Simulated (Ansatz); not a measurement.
ZrC, response to strain

Base system: ZrC in the rock salt structure (space group Fm-3m, No. 225; a = 4.6691 Å; relaxed with 0.1 eV smearing). Axes: x, y, z lie along the cube axes.

Strains are applied to the cell and any free atomic positions relax.

Calculations: plane-wave PAW DFT at the PBEsol level (Ansatz, an electronic-structure program, 420 eV), no spin-orbit coupling.

Notes on the quantities. energy relative to the base: free energy F.

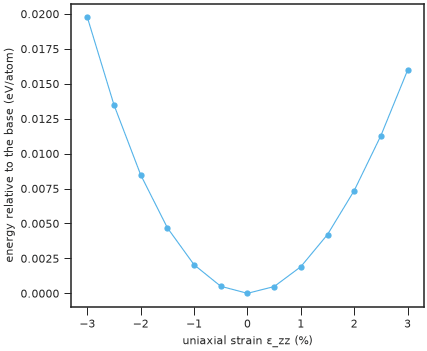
Energy relative to the base against uniaxial strain ε_zz

```tsv
uniaxial strain ε_zz (%)	energy relative to the base
-3	+20 meV/atom
-2.5	+13 meV/atom
-2	+8.5 meV/atom
-1.5	+4.7 meV/atom
-1	+2.0 meV/atom
-0.5	+0.5 meV/atom
0.5	+0.5 meV/atom
1	+1.9 meV/atom
1.5	+4.2 meV/atom
2	+7.4 meV/atom
2.5	+11 meV/atom
3	+16 meV/atom
```

Whether these cells are dynamically stable was not tested. The final runs are not spin-polarised.
